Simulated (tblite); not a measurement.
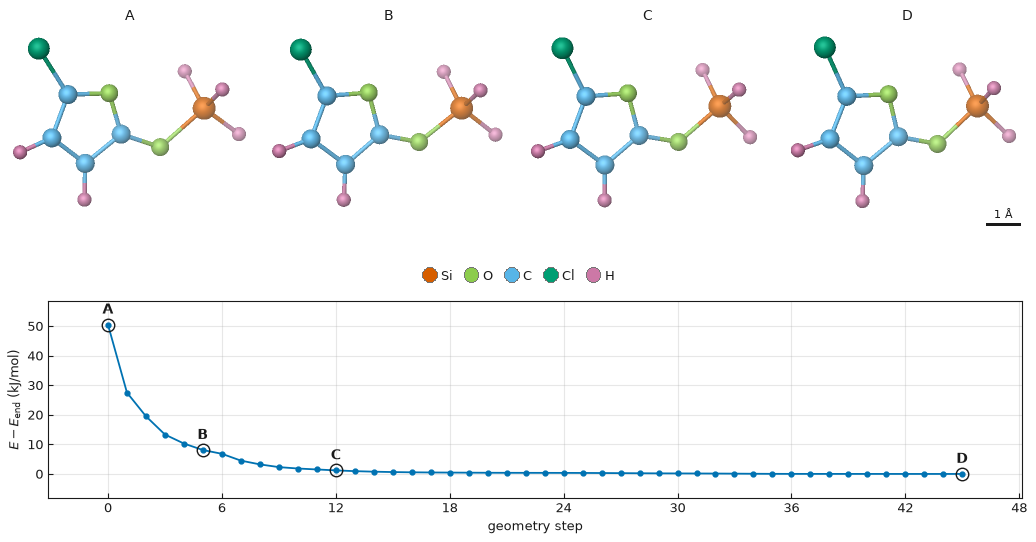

Frames of a relaxation of C₄H₅ClO₂Si, marked on the history of the run. A ball-and-stick model, seen at a tilt.

Theory: GFN2-xTB geometry optimisation, gas phase in tblite 0.8.0. 

Question: What happens along the run?

Answer: After 45 geometry steps the energy has fallen by 50.5 kJ/mol. The Cl atom moves most after the best rigid fit: 0.29 Å. By element the largest moves are Cl 0.29 Å, H 0.23 Å, Si 0.14 Å, O 0.09 Å, C 0.08 Å. Near-neighbour distances that change, for instance: O–Si 1.764 → 1.650 Å, C–Cl 1.749 → 1.699 Å, C–O 1.367 → 1.317 Å, C–C 1.397 → 1.361 Å. Among the angles between lasting bonds that change: O–C–O 128.8° → 118.4°, Cl–C–O 125.8° → 117.3°, O–Si–H 105.7° → 97.3°. From step 0 to 5: an O atom moves most (0.16 Å), energy −42.4 kJ/mol. From step 5 to 12: an H atom moves most (0.15 Å), energy −6.88 kJ/mol. From step 12 to 45: an H atom moves most (0.14 Å), energy −1.20 kJ/mol.

```csv
step,"E − E(0), kJ/mol"
0,0.00
1,-22.99
2,-30.98
3,-37.17
4,-40.21
5,-42.41
6,-43.68
7,-45.99
8,-47.26
9,-48.18
10,-48.66
12,-49.29
14,-49.73
16,-49.94
17,-50.00
19,-50.07
21,-50.11
23,-50.13
25,-50.16
27,-50.22
28,-50.26
30,-50.32
32,-50.36
34,-50.43
36,-50.48
38,-50.48
39,-50.49
41,-50.49
43,-50.49
45,-50.50
```
